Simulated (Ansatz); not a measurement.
## Electronic structure of H6Si2···HCl in real space

```tsv
atom	x (Å)	y (Å)	z (Å)
Si	0.3990	-0.1752	-0.4995
Cl	-0.4561	-1.0587	3.3549
H	1.3018	0.0623	-1.6746
H	-0.2840	1.1119	-0.1426
Si	-1.1499	-1.8861	-0.9217
H	-2.0480	-2.0778	0.2642
H	-1.9842	-1.5301	-2.1180
H	-0.4301	-3.1742	-1.2032
H	1.2858	-0.5511	0.6637
H	0.4020	-0.8288	2.4015
```

All numbers below come from Ansatz 0.2.0, RKS PBE-D4/6-31G*.

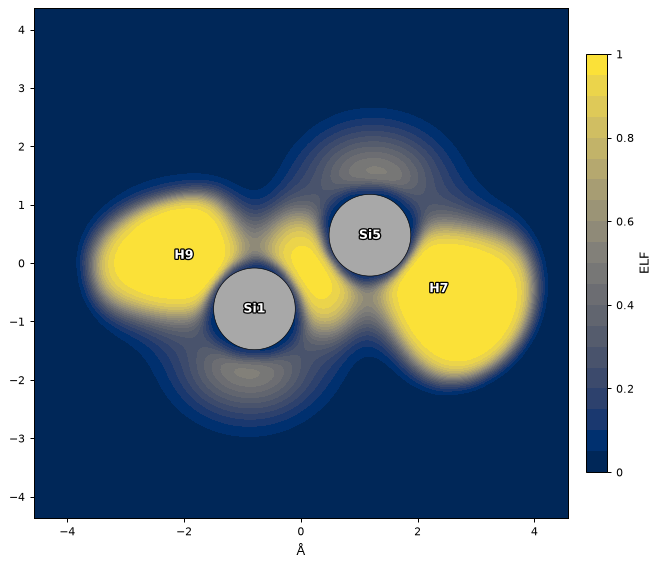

Figure 1. ELF on the plane of atoms Si1, Si5 and H7. Grey discs cover the atomic cores.

Interpret the plot.

Answer.
- The section cuts through Si and H sites.
- Si–Si (2.35 Å): the ELF peaks at about 1 between the atoms, as expected for a shared electron pair.
- Si–H (1.51 Å): the ELF climbs to about 1 towards the hydrogen, as it does in any bond to H.

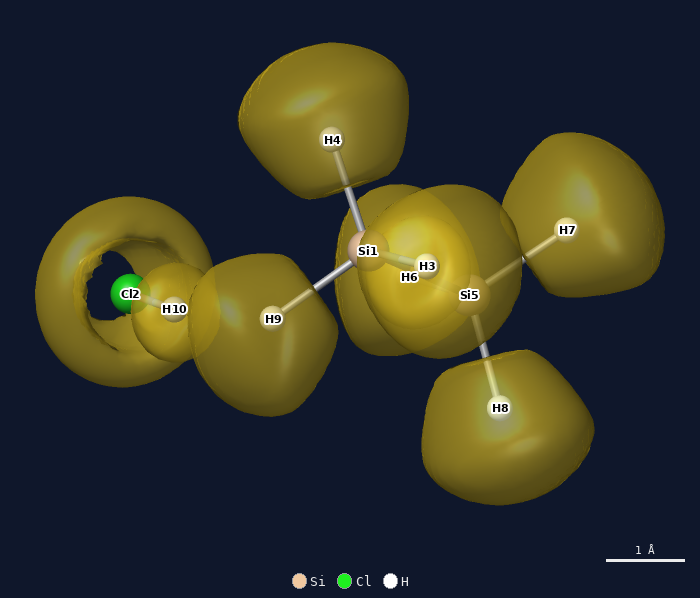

Figure 2. Isosurface of the electron localisation function at 0.85 (yellow), seen from one side. Core shells and regions of very low density are left out.

Describe the localisation domains.

Answer. At this value the surface marks out one region between bonded Si–Si atoms (shared pairs), seven regions around hydrogen nuclei and one ring or bowl of non-bonding electrons around Cl. Profiles from the grid: H9···H10 (1.97 Å): the ELF dips to about 0.05 between them.

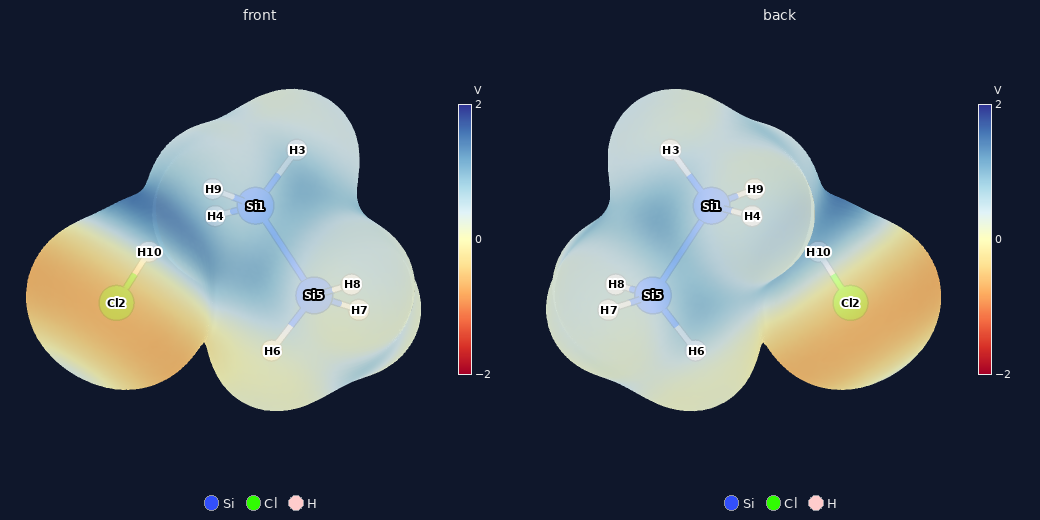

Figure 3. The molecular electrostatic potential painted on the density surface at 0.002 e/bohr³, seen from the front and from behind; the colour scale runs from red (negative) to blue (positive).

Where is the surface potential most negative and most positive?

Answer. The most negative region (about −0.7 V, or −16 kcal/mol for a unit charge) lies over Cl2, the most positive (about +1.5 V, or +35 kcal/mol for a unit charge) over H10. Cl2 shows a σ-hole: about +0.3 V, or +7 kcal/mol for a unit charge at the tip opposite its bond, against about −0.6 V, or −14 kcal/mol for a unit charge on its flanks.
